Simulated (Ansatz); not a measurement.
## AlH5S (Al(H2S)H3): methods side by side

The species is AlH5S (7 atoms), meant as a singlet with charge 0. As SMILES, `[H][Al]([H])([H])<-[SH2]`. Geometry: a GFN2-xTB relaxation, a rough one for these elements and not checked as a minimum.

```tsv
atom	x (Å)	y (Å)	z (Å)
Al	0.1298	-0.2220	-1.0116
S	0.1518	-0.2519	1.4589
H	0.5126	1.0301	1.4853
H	-1.1455	0.0493	1.4764
H	1.6822	-0.1872	-1.1886
H	-0.6661	1.1393	-1.0463
H	-0.6648	-1.5576	-1.1741
```

Quantity: the energy change with the Al1–H5 bond stretched from 1.563 to 3.126 Å, in eV. The values are calculated.

```tsv
level	kind	program	value (eV)	less FCI/STO-3G
PBE/STO-3G (restricted)	GGA	Ansatz	5.66	+0.41
HSE06/STO-3G (restricted)	range-separated hybrid	Ansatz	6.32	+1.07
wB97M-V/STO-3G (restricted)	range-separated hybrid	Ansatz	6.70	+1.45
RPA@PBE/STO-3G (restricted)	RPA	Ansatz	5.55	+0.30
BCCD(T)/STO-3G (restricted)	coupled cluster or CI	Ansatz	5.25	0.00
CCSD/STO-3G (restricted)	coupled cluster or CI	Ansatz	5.35	+0.10
CCSDT(Q)/STO-3G (restricted)	coupled cluster or CI	Ansatz	5.26	+0.01
CCSDTQ/STO-3G (restricted)	coupled cluster or CI	Ansatz	5.25	0.00
FCI/STO-3G	exact in the basis	Ansatz	5.25	0.00
```

FCI/STO-3G is exact within its basis and frozen core, so for wave-function methods in that basis the difference is their error; functionals converge differently with the basis, so for them it is only a difference. The first shape isn't each level's own minimum. The values span 5.25 to 6.70 eV. All rows use very small basis sets, so even the best lies far from the true value.

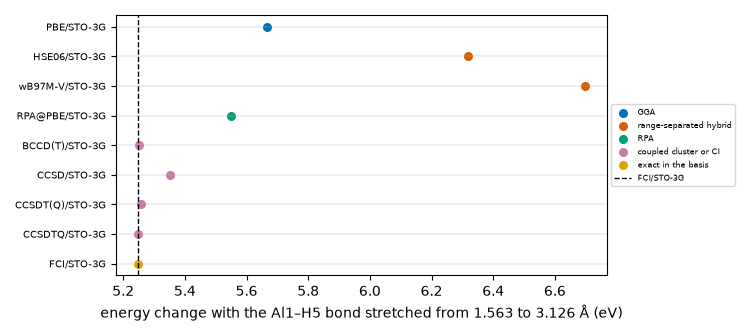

The values of the table, level by level.
